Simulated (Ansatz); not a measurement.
**C5H15AsSi: molecular dynamics (part 3 of 3)**

The same run, continued: C5H15AsSi, SMILES C[As]([SiH3])C(C)(C)C; RKS PBE-d4/6-31G* (Ansatz 0.2.0). The geometry comes from this level: PBE0-D4/def2-TZVP.

Geometry of the input (Å):
```
C  1.8154  -0.2914  -1.5470
As 1.4005  -0.0276  0.3660
Si 0.9628  -2.3008  0.8233
C  -0.4800  0.6872  0.2552
C  -1.4424  -0.2136  -0.4984
C  -0.9476  0.8717  1.6924
C  -0.3833  2.0415  -0.4352
H  1.0273  -0.8195  -2.0840
H  1.9849  0.6819  -2.0081
H  2.7396  -0.8665  -1.6182
H  2.2679  -2.9880  1.0225
H  0.1665  -2.4392  2.0733
H  0.2402  -2.9981  -0.2781
H  -1.1057  -0.4171  -1.5174
H  -2.4244  0.2699  -0.5706
H  -1.5885  -1.1712  0.0072
H  -0.2737  1.5245  2.2530
H  -1.9443  1.3274  1.7058
H  -1.0134  -0.0817  2.2231
H  -1.3640  2.5312  -0.4325
H  0.3221  2.7041  0.0735
H  -0.0692  1.9450  -1.4774
```

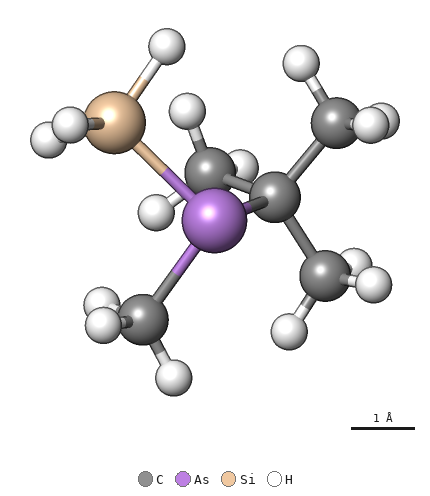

*The geometry at step 24 of the log (ball-and-stick view, seen at a tilt).*

Trajectory as extended XYZ, continued
```
22
Properties=species:S:1:pos:R:3:forces:R:3 step=19 time_fs=9.5 energy=-74119.65530 temperature=281.7
C     1.8648   -0.2435   -1.5822   -0.0624  -0.1788   0.0585
As    1.3746   -0.0737    0.3622    0.8592   1.9971  -0.1818
Si    1.0151   -2.2724    0.8122   -0.6516  -0.7335  -0.7249
C    -0.5074    0.7245    0.2614    0.8663   0.0411   0.2658
C    -1.4291   -0.2516   -0.4687   -0.5274   0.9196   0.1427
C    -0.9895    0.9542    1.7348   -0.0431   1.2602  -1.7036
C    -0.3584    2.0833   -0.4410    1.1900   0.1702   0.5247
H     1.1196   -0.8396   -2.1217   -0.1736  -0.0565  -0.1732
H     2.0726    0.6878   -2.1521   -0.1339  -0.1134   0.5335
H     2.7849   -0.8364   -1.5357    0.2822  -0.0691  -0.2050
H     2.3055   -2.9904    1.0348    0.0702  -0.0613   0.1507
H     0.2093   -2.1512    2.0866   -0.0525  -0.5139  -0.1938
H     0.3533   -2.9222   -0.4431    0.0814   0.0161   0.9185
H    -1.1089   -0.6136   -1.4678    0.1317   0.0521   0.4146
H    -2.4299    0.2004   -0.5811   -0.1803   0.2514  -0.2949
H    -1.6142   -1.0405    0.2427   -0.0259  -1.1882   0.0590
H    -0.2472    1.4049    2.4181   -0.0655   0.0913  -0.2802
H    -1.9190    1.5690    1.6779    0.3507   0.1390   0.2132
H    -1.3098    0.0328    2.1158   -0.4330  -1.8698   1.0673
H    -1.3687    2.4787   -0.4993   -0.5059   0.5338  -0.3512
H     0.2608    2.8067    0.2009   -0.5965  -0.7807  -0.7899
H     0.1063    2.0113   -1.4607   -0.3798   0.0932   0.5499
22
Properties=species:S:1:pos:R:3:forces:R:3 step=20 time_fs=10.0 energy=-74119.70211 temperature=299.5
C     1.8674   -0.2417   -1.5847   -0.1166  -0.3481   0.2448
As    1.3735   -0.0756    0.3620    0.8894   2.0587  -0.2159
Si    1.0179   -2.2713    0.8117   -0.7613  -0.7480  -0.8187
C    -0.5069    0.7269    0.2622    0.7673  -0.0282   0.2622
C    -1.4306   -0.2531   -0.4657   -0.4419   0.9749   0.2242
C    -0.9925    0.9581    1.7356   -0.1150   0.8543  -1.6871
C    -0.3561    2.0858   -0.4404    0.7399   0.0163   0.5098
H     1.1260   -0.8393   -2.1242   -0.2171  -0.0783  -0.2003
H     2.0748    0.6837   -2.1475   -0.0966   0.1143   0.3963
H     2.7868   -0.8327   -1.5361    0.3282  -0.0997  -0.1936
H     2.3010   -2.9878    1.0375    0.1711  -0.1118   0.1635
H     0.2121   -2.1460    2.0810   -0.0880  -0.5154  -0.1369
H     0.3538   -2.9247   -0.4458    0.1057   0.0371   0.9562
H    -1.1085   -0.6264   -1.4529    0.2069   0.0458   0.2015
H    -2.4266    0.2015   -0.5898   -0.2383   0.2331  -0.2558
H    -1.6089   -1.0466    0.2399   -0.0887  -1.1529   0.1485
H    -0.2532    1.3982    2.4174    0.1161   0.1664  -0.1346
H    -1.9080    1.5849    1.6836    0.2102   0.1834   0.1700
H    -1.3249    0.0331    2.1186   -0.3587  -1.5746   0.9287
H    -1.3682    2.4837   -0.5141   -0.4131   0.4643  -0.2881
H     0.2497    2.8006    0.1951   -0.3801  -0.5231  -0.5554
H     0.1050    2.0194   -1.4507   -0.2193   0.0316   0.2809
22
Properties=species:S:1:pos:R:3:forces:R:3 step=21 time_fs=10.5 energy=-74119.74053 temperature=314.0
C     1.8701   -0.2399   -1.5871   -0.1697  -0.5566   0.4313
As    1.3724   -0.0775    0.3619    0.9210   2.1164  -0.2483
Si    1.0207   -2.2702    0.8110   -0.8535  -0.7591  -0.8922
C    -0.5063    0.7292    0.2630    0.6551  -0.1032   0.2578
C    -1.4322   -0.2544   -0.4627   -0.3856   0.9760   0.3562
C    -0.9955    0.9622    1.7360   -0.2345   0.3078  -1.6019
C    -0.3537    2.0883   -0.4396    0.1738  -0.1796   0.4619
H     1.1319   -0.8392   -2.1272   -0.2442  -0.0880  -0.2172
H     2.0767    0.6798   -2.1419   -0.0553   0.3586   0.2472
H     2.7895   -0.8293   -1.5370    0.3521  -0.1177  -0.1822
H     2.2969   -2.9856    1.0406    0.2660  -0.1583   0.1748
H     0.2146   -2.1420    2.0751   -0.1250  -0.5138  -0.0762
H     0.3546   -2.9271   -0.4461    0.1205   0.0486   0.9715
H    -1.1076   -0.6392   -1.4376    0.2839   0.0367  -0.0214
H    -2.4239    0.2032   -0.5992   -0.2741   0.2017  -0.2114
H    -1.6037   -1.0556    0.2374   -0.1412  -1.0438   0.1869
H    -0.2589    1.3920    2.4165    0.2981   0.2340   0.0126
H    -1.8965    1.6013    1.6898    0.0636   0.2274   0.1255
H    -1.3409    0.0296    2.1236   -0.2267  -1.1276   0.7255
H    -1.3687    2.4899   -0.5296   -0.2737   0.3719  -0.2143
H     0.2378    2.7932    0.1880   -0.1121  -0.1984  -0.2582
H     0.1032    2.0275   -1.4400   -0.0385  -0.0330  -0.0279
22
Properties=species:S:1:pos:R:3:forces:R:3 step=23 time_fs=11.5 energy=-74119.74589 temperature=316.0
C     1.8752   -0.2367   -1.5915   -0.2531  -1.0133   0.7496
As    1.3703   -0.0811    0.3614    0.9871   2.2206  -0.3063
Si    1.0259   -2.2682    0.8095   -0.9711  -0.7806  -0.9674
C    -0.5048    0.7338    0.2649    0.3998  -0.2618   0.2483
C    -1.4356   -0.2563   -0.4565   -0.3418   0.8142   0.6809
C    -1.0018    0.9705    1.7359   -0.5000  -0.8506  -1.2921
C    -0.3490    2.0930   -0.4378   -1.1325  -0.6831   0.2286
H     1.1420   -0.8396   -2.1347   -0.2441  -0.0656  -0.2170
H     2.0804    0.6753   -2.1293    0.0203   0.8082  -0.0328
H     2.7973   -0.8232   -1.5401    0.3285  -0.1110  -0.1611
H     2.2909   -2.9822    1.0481    0.4183  -0.2281   0.1894
H     0.2188   -2.1377    2.0629   -0.1979  -0.5026   0.0480
H     0.3570   -2.9315   -0.4399    0.1217   0.0431   0.9356
H    -1.1035   -0.6644   -1.4076    0.4176   0.0323  -0.4228
H    -2.4205    0.2079   -0.6192   -0.2726   0.1008  -0.1102
H    -1.5946   -1.0804    0.2338   -0.2185  -0.6322   0.1298
H    -0.2678    1.3814    2.4150    0.5967   0.3142   0.2527
H    -1.8734    1.6357    1.7029   -0.2020   0.2875   0.0386
H    -1.3742    0.0158    2.1383    0.1136  -0.0773   0.2463
H    -1.3713    2.5046   -0.5620    0.0707   0.1513  -0.0405
H     0.2137    2.7778    0.1728    0.5227   0.5924   0.4685
H     0.0997    2.0434   -1.4196    0.3367  -0.1584  -0.6659
22
Properties=species:S:1:pos:R:3:forces:R:3 step=24 time_fs=12.0 energy=-74119.71168 temperature=303.1
C     1.8777   -0.2354   -1.5935   -0.2733  -1.2077   0.8524
As    1.3693   -0.0827    0.3612    1.0207   2.2671  -0.3314
Si    1.0284   -2.2673    0.8086   -0.9908  -0.7947  -0.9631
C    -0.5038    0.7360    0.2659    0.2618  -0.3415   0.2437
C    -1.4374   -0.2570   -0.4532   -0.3357   0.6632   0.8145
C    -1.0051    0.9745    1.7355   -0.5939  -1.3150  -1.0901
C    -0.3469    2.0952   -0.4368   -1.7474  -0.9429   0.0458
H     1.1461   -0.8400   -2.1393   -0.2186  -0.0342  -0.2008
H     2.0822    0.6757   -2.1230    0.0436   0.9618  -0.1335
H     2.8025   -0.8206   -1.5422    0.2838  -0.0877  -0.1522
H     2.2893   -2.9814    1.0526    0.4668  -0.2465   0.1910
H     0.2202   -2.1374    2.0568   -0.2306  -0.4936   0.1066
H     0.3586   -2.9336   -0.4334    0.1079   0.0256   0.8847
H    -1.1001   -0.6769   -1.3939    0.4600   0.0505  -0.5648
H    -2.4198    0.2107   -0.6297   -0.2376   0.0349  -0.0554
H    -1.5908   -1.0954    0.2326   -0.2473  -0.3620   0.0586
H    -0.2703    1.3772    2.4151    0.6815   0.3141   0.3172
H    -1.8624    1.6540    1.7096   -0.2979   0.2894  -0.0018
H    -1.3906    0.0080    2.1469    0.2773   0.4045   0.0195
H    -1.3725    2.5126   -0.5784    0.2386   0.0394   0.0539
H     0.2032    2.7718    0.1664    0.8310   0.9883   0.8335
H     0.0989    2.0509   -1.4114    0.5000  -0.2129  -0.9282
22
Properties=species:S:1:pos:R:3:forces:R:3 step=26 time_fs=13.0 energy=-74119.62997 temperature=272.2
C     1.8826   -0.2335   -1.5971   -0.2532  -1.3993   0.8966
As    1.3673   -0.0859    0.3607    1.0864   2.3488  -0.3731
Si    1.0332   -2.2658    0.8066   -0.9455  -0.8337  -0.8574
C    -0.5019    0.7403    0.2680   -0.0225  -0.4929   0.2359
C    -1.4412   -0.2581   -0.4461   -0.3021   0.2734   0.8990
C    -1.0120    0.9815    1.7340   -0.6394  -1.8287  -0.6171
C    -0.3438    2.0990   -0.4349   -2.5381  -1.2428  -0.3512
H     1.1529   -0.8411   -2.1498   -0.1318   0.0570  -0.1453
H     2.0863    0.6836   -2.1114    0.0394   1.0204  -0.2004
H     2.8146   -0.8159   -1.5476    0.1497  -0.0138  -0.1373
H     2.2896   -2.9814    1.0628    0.4946  -0.2424   0.1796
H     0.2213   -2.1403    2.0457   -0.2800  -0.4706   0.2047
H     0.3626   -2.9376   -0.4142    0.0513  -0.0399   0.7189
H    -1.0898   -0.7014   -1.3708    0.4687   0.1543  -0.6712
H    -2.4199    0.2163   -0.6510   -0.1193  -0.1122   0.0568
H    -1.5850   -1.1273    0.2302   -0.2955   0.2047  -0.0968
H    -0.2702    1.3709    2.4175    0.6762   0.2267   0.2955
H    -1.8428    1.6925    1.7230   -0.3759   0.2087  -0.0748
H    -1.4211   -0.0037    2.1636    0.5278   1.1283  -0.3441
H    -1.3729    2.5287   -0.6107    0.4958  -0.1563   0.2390
H     0.1887    2.7676    0.1603    1.2134   1.5040   1.3134
H     0.1013    2.0641   -1.4021    0.6997  -0.2935  -1.1707
22
Properties=species:S:1:pos:R:3:forces:R:3 step=27 time_fs=13.5 energy=-74119.61027 temperature=264.6
C     1.8849   -0.2330   -1.5986   -0.2134  -1.3690   0.8384
As    1.3664   -0.0873    0.3605    1.1175   2.3838  -0.3897
Si    1.0355   -2.2651    0.8055   -0.8823  -0.8580  -0.7528
C    -0.5009    0.7423    0.2692   -0.1644  -0.5616   0.2326
C    -1.4432   -0.2586   -0.4422   -0.2589   0.0593   0.8287
C    -1.0156    0.9845    1.7331   -0.5906  -1.8695  -0.3577
C    -0.3430    2.1006   -0.4340   -2.6071  -1.1916  -0.5059
H     1.1557   -0.8415   -2.1556   -0.0789   0.1097  -0.1109
H     2.0884    0.6912   -2.1063    0.0099   0.9118  -0.1625
H     2.8213   -0.8136   -1.5508    0.0714   0.0297  -0.1305
H     2.2915   -2.9823    1.0686    0.4726  -0.2195   0.1659
H     0.2208   -2.1434    2.0408   -0.2936  -0.4571   0.2398
H     0.3648   -2.9397   -0.4019    0.0088  -0.0880   0.6058
H    -1.0830   -0.7132   -1.3616    0.4315   0.2418  -0.6339
H    -2.4205    0.2188   -0.6615   -0.0477  -0.1855   0.1113
H    -1.5832   -1.1429    0.2288   -0.3171   0.4642  -0.1579
H    -0.2677    1.3687    2.4198    0.5897   0.1482   0.2136
H    -1.8342    1.7125    1.7295   -0.3547   0.1227  -0.1079
H    -1.4346   -0.0060    2.1709    0.6059   1.3553  -0.4734
H    -1.3715    2.5363   -0.6261    0.5691  -0.2322   0.3224
H     0.1857    2.7707    0.1618    1.2153   1.5239   1.3378
H     0.1049    2.0698   -1.4015    0.7171  -0.3184  -1.1132
22
Properties=species:S:1:pos:R:3:forces:R:3 step=29 time_fs=14.5 energy=-74119.62433 temperature=269.6
C     1.8895   -0.2328   -1.6010   -0.0965  -1.0786   0.6151
As    1.3647   -0.0900    0.3599    1.1735   2.4419  -0.4150
Si    1.0397   -2.2640    0.8031   -0.6923  -0.9108  -0.4435
C    -0.4990    0.7459    0.2716   -0.4378  -0.6779   0.2264
C    -1.4473   -0.2594   -0.4341   -0.1055  -0.3434   0.4912
C    -1.0233    0.9893    1.7310   -0.3794  -1.5881   0.1510
C    -0.3430    2.1029   -0.4326   -2.0854  -0.6682  -0.6547
H     1.1610   -0.8413   -2.1679    0.0236   0.2103  -0.0421
H     2.0928    0.7126   -2.0971   -0.0881   0.4778   0.0137
H     2.8351   -0.8088   -1.5580   -0.0789   0.1118  -0.1161
H     2.2985   -2.9855    1.0813    0.3658  -0.1377   0.1230
H     0.2178   -2.1530    2.0328   -0.2927  -0.4269   0.2742
H     0.3692   -2.9447   -0.3732   -0.1014  -0.2121   0.3291
H    -1.0664   -0.7348   -1.3475    0.2878   0.4652  -0.4277
H    -2.4218    0.2224   -0.6816    0.0897  -0.3129   0.2098
H    -1.5818   -1.1701    0.2248   -0.3562   0.8719  -0.2146
H    -0.2589    1.3650    2.4256    0.3047  -0.0372  -0.0374
H    -1.8196    1.7533    1.7415   -0.2195  -0.1225  -0.1691
H    -1.4571   -0.0003    2.1819    0.6641   1.5471  -0.6251
H    -1.3644    2.5497   -0.6543    0.5901  -0.3295   0.4555
H     0.1880    2.7874    0.1740    0.8393   1.0612   0.9341
H     0.1171    2.0787   -1.4080    0.5952  -0.3417  -0.6776
22
Properties=species:S:1:pos:R:3:forces:R:3 step=30 time_fs=15.0 energy=-74119.63920 temperature=275.1
C     1.8917   -0.2330   -1.6021   -0.0333  -0.8551   0.4826
As    1.3639   -0.0912    0.3596    1.1975   2.4645  -0.4241
Si    1.0418   -2.2635    0.8018   -0.5768  -0.9372  -0.2463
C    -0.4982    0.7475    0.2729   -0.5660  -0.7229   0.2230
C    -1.4494   -0.2600   -0.4299    0.0018  -0.5073   0.2555
C    -1.0272    0.9913    1.7300   -0.2285  -1.3053   0.3692
C    -0.3436    2.1039   -0.4320   -1.5907  -0.2845  -0.6648
H     1.1637   -0.8406   -2.1742    0.0660   0.2515  -0.0120
H     2.0947    0.7252   -2.0926   -0.1449   0.2016   0.1235
H     2.8417   -0.8060   -1.5621   -0.1413   0.1442  -0.1077
H     2.3035   -2.9877    1.0881    0.2883  -0.0834   0.0950
H     0.2153   -2.1593    2.0297   -0.2773  -0.4100   0.2723
H     0.3711   -2.9479   -0.3576   -0.1657  -0.2852   0.1730
H    -1.0570   -0.7441   -1.3422    0.1935   0.5840  -0.2907
H    -2.4223    0.2231   -0.6909    0.1448  -0.3603   0.2509
H    -1.5823   -1.1808    0.2220   -0.3733   1.0058  -0.2056
H    -0.2531    1.3632    2.4286    0.1377  -0.1266  -0.1771
H    -1.8132    1.7734    1.7470   -0.1256  -0.2652  -0.1976
H    -1.4660    0.0080    2.1853    0.6433   1.5168  -0.6472
H    -1.3588    2.5553   -0.6669    0.5383  -0.3485   0.5006
H     0.1924    2.8000    0.1838    0.5341   0.6661   0.5860
H     0.1255    2.0819   -1.4141    0.4779  -0.3431  -0.3583
```

Key numbers

| quantity | value |
| --- | --- |
| outcome | finished |
| mean temperature over the second half | 282 K |
| trajectory | 30 steps, 15 fs |
| ensemble | nve |
| temperature in the input | 500 K |
| time step | 0.5 fs |
| potential energy (last step) | −74119.6392 eV |
| mean-field energy (last step) | −74118.9945 eV |
| dispersion energy (last step) | −0.6448 eV |
| SCF solution under orbital rotations (last step) | stable |
| largest force (length of the vector) (last step) | 2.773 eV/Å |
| dipole moment (last step) | 1.38 D |
| wall time | 2.2 min (CPU time 5.1 min) |
| peak memory | 1.1 GiB |

So short a trajectory is not equilibrated.
